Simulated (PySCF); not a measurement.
**AsF3 (arsenic trifluoride) at HF/STO-3G**

What is the vertical singlet–triplet gap of AsF3 (arsenic trifluoride) at HF/STO-3G? Input form: a Python script.

The calculation is run with PySCF 2.14.0.

3 further runs of the same task are left out: 3 set aside as unsound or not needed.

## (1) The system as given

AsF3 has 4 atoms, charge 0, and is taken as a singlet. As SMILES, `F[As](F)F`. Geometry: relaxed at PBE0-D4/def2-TZVP.

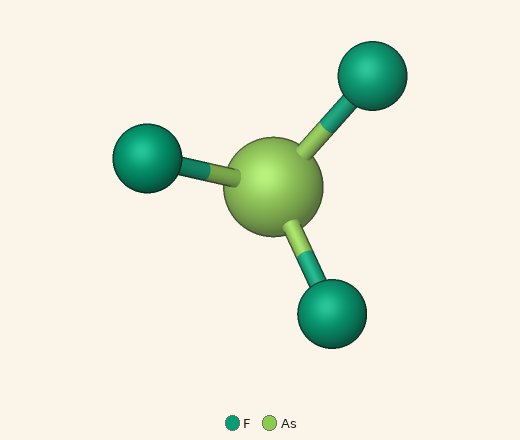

Viewed from a chosen angle; fluorine teal, arsenic green.

## (2) A single-point energy at HF/STO-3G

input.py reads:

```python
from pyscf import gto, scf

molecule = gto.Mole()
molecule.atom = '''
F     -0.842572     0.747557     2.575035
As    -0.872959    -0.864058    -0.237406
F      2.275174    -1.636371    -0.213048
F     -0.559661     1.752872    -2.124581
'''
molecule.basis = 'sto-3g'
molecule.verbose = 3
molecule.unit = 'bohr'
molecule.max_memory = 1860
molecule.build()

myscf = scf.RHF(molecule)
myscf.conv_tol = 1e-10
myscf.kernel()
if not myscf.converged:
    myscf = myscf.newton().run(myscf.mo_coeff, myscf.mo_occ)

e_final = myscf.e_tot
print('E = %.10f Eh' % e_final)
```

Started as:

```sh
$ OMP_NUM_THREADS=1 python input.py
```

The program printed:

```text
converged SCF energy = -2503.38869084265
E = -2503.3886908426 Eh
```

Run time: 0.75 s. Hardware: 1 thread of Intel Xeon Platinum 8488C (Sapphire Rapids), shared host; peak memory 0.1 GiB.

## (3) The triplet, same level

calc.py reads:

```python
from pyscf import gto

molecule = gto.M(
    atom='''
F       -0.445870       0.395590       1.362650
As      -0.461950      -0.457240      -0.125630
F        1.203970      -0.865930      -0.112740
F       -0.296160       0.927580      -1.124280
''',
    basis='sto-3g',
    max_memory=1860,
    verbose=4,
    spin=2,
)

calc0 = molecule.UHF()
calc0.conv_tol = 1e-10
calc0.kernel()
if not calc0.converged:
    calc0 = calc0.newton().run(calc0.mo_coeff, calc0.mo_occ)

etot = calc0.e_tot
print('E(%s) = %.9f' % ('HF', etot))
```

Started as:

```sh
$ OMP_NUM_THREADS=1 python calc.py
```

The program printed:

```text
PySCF version 2.14.0

[INPUT] num. atoms = 4
[INPUT] num. electrons = 60
[INPUT] charge = 0
[INPUT] spin (= nelec alpha-beta = 2S) = 2
[INPUT] symmetry False subgroup None
[INPUT] Mole.unit = angstrom
[INPUT] Symbol           X                Y                Z      unit          X                Y                Z       unit  Magmom
[INPUT]  1 F     -0.445870000000   0.395590000000   1.362650000000 AA   -0.842572187160   0.747556757617   2.575035303639 Bohr   0.0
[INPUT]  2 As    -0.461950000000  -0.457240000000  -0.125630000000 AA   -0.872958983243  -0.864058373196  -0.237406293029 Bohr   0.0
[INPUT]  3 F      1.203970000000  -0.865930000000  -0.112740000000 AA    2.275173562193  -1.636370543045  -0.213047723283 Bohr   0.0
[INPUT]  4 F     -0.296160000000   0.927580000000  -1.124280000000 AA   -0.559661289051   1.752872158624  -2.124581287326 Bohr   0.0

[... 25 lines left out ...]
[... the frontier-level lines of each cycle are left out ...]
[... 3 lines left out ...]
[... 114 lines left out ...]
converged SCF energy = -2503.12866212674  <S^2> = 2.0089199  2S+1 = 3.0059407
E(HF) = -2503.128662127
```

Run time: 0.87 s. Hardware: 1 thread of Intel Xeon Platinum 8488C (Sapphire Rapids), shared host; peak memory 0.12 GiB.

## (4) What came out

Level: HF/STO-3G.

| quantity | value |
| --- | --- |
| singlet: total energy | -2503.38869 Eh |
| singlet: dipole moment | 1.27 D |
| singlet: HOMO energy | -8.32 eV |
| singlet: LUMO energy | 9.59 eV |
| singlet: HOMO–LUMO gap | 17.91 eV |
| triplet: total energy | -2503.12866 Eh |
| triplet: dipole moment | 1.30 D |
| triplet: HOMO energy (highest over α and β) | -1.33 eV |
| triplet: LUMO energy (lowest over α and β) | 3.30 eV |
| triplet: ⟨S²⟩ | 2.009 |
| vertical energy of the triplet above the singlet | 7.076 eV |

In words: At this shape the triplet lies 7.08 eV (683 kJ/mol) above the singlet. In a minimal basis such a difference can be off by several eV, whatever the method.
